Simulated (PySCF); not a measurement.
**PH3 (phosphine) at CCSD(T)/6-31G**

Aim: the vertical ionisation energy of PH3 (phosphine) at CCSD(T)/6-31G, from 2 runs. Input form: a Python script.

The calculation is run with PySCF 2.14.0.

6 further runs of the same task are left out: 6 set aside as unsound or not needed.

## Step 1: The system as given

PH3: 4 atoms, total charge 0, spin state singlet. SMILES: `P`. Geometry: relaxed at PBE0-D4/def2-TZVP.

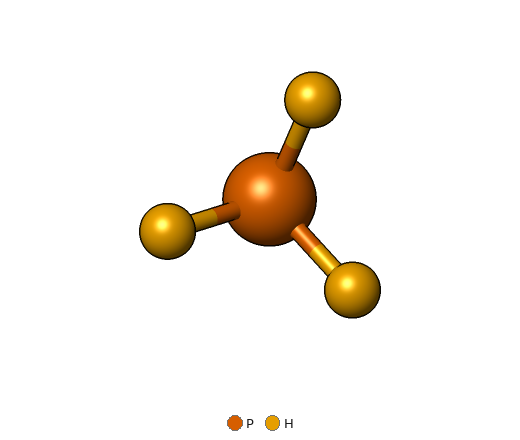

The structure, seen from a chosen angle (phosphorus orange, hydrogen amber).

## Step 2: A single-point energy at CCSD(T)/6-31G

Input file calc.py:

```python
# P
from pyscf import gto, cc

mol = gto.M(
    atom='''
P        0.346000      -0.326500      -0.332800
H        0.630900      -0.034000       1.027000
H       -1.005500      -0.663000      -0.057200
H        0.028700       1.023500      -0.636900
''',
    charge=0,
    max_memory=1860,
    verbose=4,
    basis='6-31g',
    spin=0,
)

mf = mol.RHF()
mf.conv_tol = 1e-10
mf.kernel()
if not mf.converged:
    mf = mf.newton().run(mf.mo_coeff, mf.mo_occ)

mycc = cc.CCSD(mf, frozen=5)
mycc.kernel()
e_t = mycc.ccsd_t()
e_tot = mycc.e_tot + e_t
print('Final energy', e_tot)
```

Run with:

```sh
$ OMP_NUM_THREADS=1 python calc.py
```

Log:

```text
PySCF version 2.14.0

[INPUT] num. atoms = 4
[INPUT] num. electrons = 18
[INPUT] charge = 0
[INPUT] spin (= nelec alpha-beta = 2S) = 0
[INPUT] symmetry False subgroup None
[INPUT] Mole.unit = angstrom
[INPUT] Symbol           X                Y                Z      unit          X                Y                Z       unit  Magmom
[INPUT]  1 P      0.346000000000  -0.326500000000  -0.332800000000 AA    0.653845239100  -0.616995579670  -0.628900854255 Bohr   0.0
[INPUT]  2 H      0.630900000000  -0.034000000000   1.027000000000 AA    1.192228211988  -0.064250688235   1.940748729928 Bohr   0.0
[INPUT]  3 H     -1.005500000000  -0.663000000000  -0.057200000000 AA   -1.900119618250  -1.252888420587  -0.108092334325 Bohr   0.0
[INPUT]  4 H      0.028700000000   1.023500000000  -0.636900000000 AA    0.054235139775   1.934134688492  -1.203566568735 Bohr   0.0

nuclear repulsion = 17.5426218499292
number of shells = 13
number of NR pGTOs = 58
number of NR cGTOs = 19
basis = 6-31g
ecp = {}

******** <class 'pyscf.scf.hf.RHF'> ********
method = RHF
initial guess = minao
damping factor = 0
level_shift factor = 0
DIIS = <class 'pyscf.scf.diis.CDIIS'>
diis_start_cycle = 1
diis_space = 8
diis_damp = 0
SCF conv_tol = 1e-10
SCF conv_tol_grad = None
SCF max_cycles = 50
direct_scf = True
direct_scf_tol = 1e-13
Set gradient conv threshold to 1e-05
Initial guess from minao.
init E= -342.16273027258
  HOMO = -0.29991142560468  LUMO = 0.120633827413645  gap/eV = 11.44362
cycle= 1 E= -342.384696273037  delta_E= -0.222  |g|= 0.13  |ddm|= 1.47
  HOMO = -0.381772429579516  LUMO = 0.162620152786362  gap/eV = 14.81368
cycle= 2 E= -342.39514640035  delta_E= -0.0105  |g|= 0.0261  |ddm|= 0.277
  HOMO = -0.387622574906921  LUMO = 0.166950816411498  gap/eV = 15.09071
cycle= 3 E= -342.395683716451  delta_E= -0.000537  |g|= 0.00571  |ddm|= 0.096
  HOMO = -0.386116280620743  LUMO = 0.168208936261247  gap/eV = 15.08396
cycle= 4 E= -342.395712601282  delta_E= -2.89e-05  |g|= 0.00139  |ddm|= 0.0246
  HOMO = -0.386927127814814  LUMO = 0.167859605812867  gap/eV = 15.09652
cycle= 5 E= -342.395714201273  delta_E= -1.6e-06  |g|= 0.000313  |ddm|= 0.00487
  HOMO = -0.386919419677442  LUMO = 0.167888511445785  gap/eV = 15.09709
cycle= 6 E= -342.395714303126  delta_E= -1.02e-07  |g|= 3.32e-05  |ddm|= 0.0013
  HOMO = -0.386913962797699  LUMO = 0.167889981719959  gap/eV = 15.09698
cycle= 7 E= -342.395714304103  delta_E= -9.77e-10  |g|= 3.75e-06  |ddm|= 0.000185
  HOMO = -0.386913971640455  LUMO = 0.167889745769932  gap/eV = 15.09698
cycle= 8 E= -342.395714304116  delta_E= -1.28e-11  |g|= 4.74e-07  |ddm|= 2.16e-05
  HOMO = -0.386913891654972  LUMO = 0.167889722408845  gap/eV = 15.09698
Extra cycle  E= -342.395714304115  delta_E= 1.71e-13  |g|= 1.64e-07  |ddm|= 1.43e-06
converged SCF energy = -342.395714304115

******** <class 'pyscf.cc.ccsd.CCSD'> ********
CC2 = 0
CCSD nocc = 4, nmo = 14
frozen orbitals 5
max_cycle = 50
direct = 0
conv_tol = 1e-07
conv_tol_normt = 1e-05
diis_space = 6
diis_start_cycle = 0
diis_start_energy_diff = 1e+09
Init t2, MP2 energy = -342.459418523212  E_corr(MP2) -0.0637042190961905
Init E_corr(CCSD) = -0.0637042190962073
cycle = 1  E_corr(CCSD) = -0.0781834926055054  dE = -0.0144792735  norm(t1,t2) = 0.0390681
cycle = 2  E_corr(CCSD) = -0.0824434714589215  dE = -0.00425997885  norm(t1,t2) = 0.0149256
cycle = 3  E_corr(CCSD) = -0.0849790525428104  dE = -0.00253558108  norm(t1,t2) = 0.00649471
cycle = 4  E_corr(CCSD) = -0.0849595088263354  dE = 1.95437165e-05  norm(t1,t2) = 0.00100292
cycle = 5  E_corr(CCSD) = -0.0849613817880788  dE = -1.87296174e-06  norm(t1,t2) = 0.000207774
cycle = 6  E_corr(CCSD) = -0.0849612895695079  dE = 9.22185709e-08  norm(t1,t2) = 4.61401e-05
cycle = 7  E_corr(CCSD) = -0.0849610127787265  dE = 2.76790781e-07  norm(t1,t2) = 9.54671e-06
cycle = 8  E_corr(CCSD) = -0.0849611145608287  dE = -1.01782102e-07  norm(t1,t2) = 2.04758e-06
cycle = 9  E_corr(CCSD) = -0.0849610992934395  dE = 1.52673893e-08  norm(t1,t2) = 6.64529e-07
CCSD converged
E(CCSD) = -342.4806754034088  E_corr = -0.08496109929343947
CCSD(T) correction = -0.000773627650722831
Final energy -342.4814490310596
```

It took 0.7 s on 1 thread of Arm Neoverse V2, shared host; peak memory 0.11 GiB.

## Step 3: The doublet cation

Input file calc.py:

```python
from pyscf import gto, scf, cc

mol = gto.M(
    atom=[
    ('P', (0.346000, -0.326500, -0.332800)),
    ('H', (0.630900, -0.034000, 1.027000)),
    ('H', (-1.005500, -0.663000, -0.057200)),
    ('H', (0.028700, 1.023500, -0.636900)),
],
    verbose=4,
    charge=1,
    spin=1,
    max_memory=1860,
    basis='6-31g',
)

mf = scf.UHF(mol)
mf.conv_tol = 1e-10
mf.kernel()
if not mf.converged:
    mf = mf.newton().run(mf.mo_coeff, mf.mo_occ)

mycc = cc.CCSD(mf, frozen=5)
mycc.kernel()
e_t = mycc.ccsd_t()
e_final = mycc.e_tot + e_t
print('E = %.10f Eh' % e_final)
```

Run with:

```sh
$ OMP_NUM_THREADS=1 python calc.py
```

Log:

```text
PySCF version 2.14.0

[INPUT] num. atoms = 4
[INPUT] num. electrons = 17
[INPUT] charge = 1
[INPUT] spin (= nelec alpha-beta = 2S) = 1
[INPUT] symmetry False subgroup None
[INPUT] Mole.unit = angstrom
[INPUT] Symbol           X                Y                Z      unit          X                Y                Z       unit  Magmom
[INPUT]  1 P      0.346000000000  -0.326500000000  -0.332800000000 AA    0.653845239100  -0.616995579670  -0.628900854255 Bohr   0.0
[INPUT]  2 H      0.630900000000  -0.034000000000   1.027000000000 AA    1.192228211988  -0.064250688235   1.940748729928 Bohr   0.0
[INPUT]  3 H     -1.005500000000  -0.663000000000  -0.057200000000 AA   -1.900119618250  -1.252888420587  -0.108092334325 Bohr   0.0
[INPUT]  4 H      0.028700000000   1.023500000000  -0.636900000000 AA    0.054235139775   1.934134688492  -1.203566568735 Bohr   0.0

nuclear repulsion = 17.5426218499292
number of shells = 13
number of NR pGTOs = 58
number of NR cGTOs = 19
basis = 6-31g
ecp = {}

******** <class 'pyscf.scf.uhf.UHF'> ********
method = UHF
initial guess = minao
damping factor = 0
level_shift factor = 0
DIIS = <class 'pyscf.scf.diis.CDIIS'>
diis_start_cycle = 1
diis_space = 8
diis_damp = 0
SCF conv_tol = 1e-10
SCF conv_tol_grad = None
SCF max_cycles = 50
direct_scf = True
direct_scf_tol = 1e-13
number electrons alpha = 9  beta = 8
Set gradient conv threshold to 1e-05
init E= -342.16273027258
[... the frontier-level lines of each cycle are left out ...]

cycle= 1 E= -342.002250493828  delta_E= 0.16  |g|= 0.209  |ddm|= 1.09
cycle= 2 E= -342.043500966704  delta_E= -0.0413  |g|= 0.0434  |ddm|= 0.43
cycle= 3 E= -342.045230071591  delta_E= -0.00173  |g|= 0.0131  |ddm|= 0.0626
cycle= 4 E= -342.04553466647  delta_E= -0.000305  |g|= 0.00665  |ddm|= 0.0316
cycle= 5 E= -342.045661863842  delta_E= -0.000127  |g|= 0.00382  |ddm|= 0.0209
cycle= 6 E= -342.045725522079  delta_E= -6.37e-05  |g|= 0.000896  |ddm|= 0.023
cycle= 7 E= -342.045728423733  delta_E= -2.9e-06  |g|= 0.000106  |ddm|= 0.00562
cycle= 8 E= -342.045728446663  delta_E= -2.29e-08  |g|= 1.72e-05  |ddm|= 0.000463
cycle= 9 E= -342.045728447194  delta_E= -5.32e-10  |g|= 2.58e-06  |ddm|= 5.46e-05
cycle= 10 E= -342.045728447205  delta_E= -1.06e-11  |g|= 4.33e-07  |ddm|= 7.62e-06
Extra cycle  E= -342.045728447206  delta_E= -7.96e-13  |g|= 1.81e-07  |ddm|= 8.59e-07
converged SCF energy = -342.045728447206  <S^2> = 0.75552192  2S+1 = 2.0055143

******** <class 'pyscf.cc.uccsd.UCCSD'> ********
CC2 = 0
CCSD nocc = (np.int64(4), np.int64(3)), nmo = (14, 14)
frozen orbitals 5
max_cycle = 50
direct = 0
conv_tol = 1e-07
conv_tol_normt = 1e-06
diis_space = 6
diis_start_cycle = 0
diis_start_energy_diff = 1e+09
Init t2, MP2 energy = -0.0541239734327989
Init E_corr(UCCSD) = -0.0541239734328326
cycle = 1  E_corr(UCCSD) = -0.0681681995714351  dE = -0.0140442261  norm(t1,t2) = 0.0507454
cycle = 2  E_corr(UCCSD) = -0.0727106779476279  dE = -0.00454247838  norm(t1,t2) = 0.0213266
cycle = 3  E_corr(UCCSD) = -0.0758075158132706  dE = -0.00309683787  norm(t1,t2) = 0.0103829
cycle = 4  E_corr(UCCSD) = -0.0758021584895703  dE = 5.3573237e-06  norm(t1,t2) = 0.0028605
cycle = 5  E_corr(UCCSD) = -0.0758577892447705  dE = -5.56307552e-05  norm(t1,t2) = 0.00105986
cycle = 6  E_corr(UCCSD) = -0.0758510327287731  dE = 6.756516e-06  norm(t1,t2) = 0.000259528
cycle = 7  E_corr(UCCSD) = -0.0758552771734907  dE = -4.24444472e-06  norm(t1,t2) = 5.46726e-05
cycle = 8  E_corr(UCCSD) = -0.0758550035655195  dE = 2.73607971e-07  norm(t1,t2) = 1.7649e-05
cycle = 9  E_corr(UCCSD) = -0.0758549619533681  dE = 4.16121514e-08  norm(t1,t2) = 5.32816e-06
cycle = 10  E_corr(UCCSD) = -0.0758549923572251  dE = -3.0403857e-08  norm(t1,t2) = 1.69366e-06
cycle = 11  E_corr(UCCSD) = -0.0758550569410842  dE = -6.45838591e-08  norm(t1,t2) = 3.96877e-07
UCCSD converged
E(UCCSD) = -342.1215835041468  E_corr = -0.07585505694108416
UCCSD(T) correction = -0.000659896120296771
E = -342.1222434003 Eh
```

Wall time 0.64 s (1 thread of Arm Neoverse V2, shared host); peak memory 0.1 GiB.

## Step 4: Results

Level: CCSD(T)/6-31G, 5 core orbitals frozen.

| quantity | value |
| --- | --- |
| singlet PH3: total energy | -342.48145 Eh |
| singlet PH3: dipole moment (Hartree–Fock density) | 1.22 D |
| singlet PH3: HOMO energy (Hartree–Fock orbitals) | -10.53 eV |
| singlet PH3: LUMO energy (Hartree–Fock orbitals) | 4.57 eV |
| singlet PH3: HOMO–LUMO gap (Hartree–Fock orbitals) | 15.10 eV |
| singlet PH3: correlation energy (5 core orbitals frozen) | -85.7 mEh |
| singlet PH3: (T) correction | -0.77 mEh |
| singlet PH3: T1 diagnostic | 0.006 |
| doublet cation: total energy | -342.12224 Eh |
| doublet cation: HOMO energy (Hartree–Fock orbitals) (highest over α and β) | -21.13 eV |
| doublet cation: LUMO energy (Hartree–Fock orbitals) (lowest over α and β) | -8.61 eV |
| doublet cation: correlation energy (5 core orbitals frozen) | -76.5 mEh |
| doublet cation: (T) correction | -0.66 mEh |
| doublet cation: ⟨S²⟩ of the reference determinant | 0.756 |
| doublet cation: T1 diagnostic | 0.006 |
| vertical ionisation energy (to the doublet cation) | 9.774 eV |

The vertical ionisation energy comes to 9.77 eV (943 kJ/mol). Mulliken charges (singlet PH3) of the mean-field density run from -0.05 on H2 to +0.16 on P1; they depend strongly on the basis. The triples (singlet PH3) make up 0.9 % of the correlation energy. The triples (doublet cation) make up 0.9 % of the correlation energy.
